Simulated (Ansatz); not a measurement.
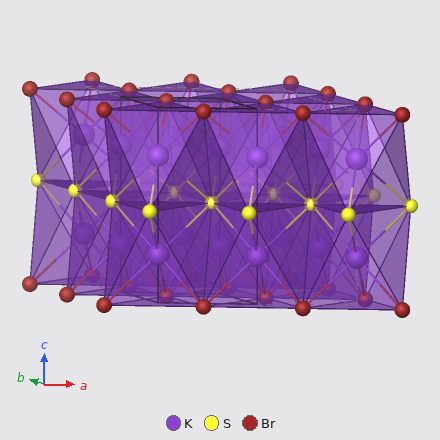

Polyhedra are drawn about K (bonds: Br–K below 3.7 Å and K–S below 3.7 Å); other atoms are plain spheres.

K2SBr (space group P-6m2, No. 187): the end point of a relaxation with DFT PBE, scalar-relativistic, plane waves, PAW in Ansatz; the starting structure was generated, so it need not be a known form of this composition.

### What figure surrounds each K atom, and what does it share with the other drawn polyhedra?

K: KS3Br3 octahedron, sharing edges with six neighbours, corners with twelve neighbours and faces with two neighbours.

### What is the connectivity of the polyhedra: isolated, groups, chains, layers or framework?

They form a three-dimensional framework of corner-, edge- and face-sharing octahedra.
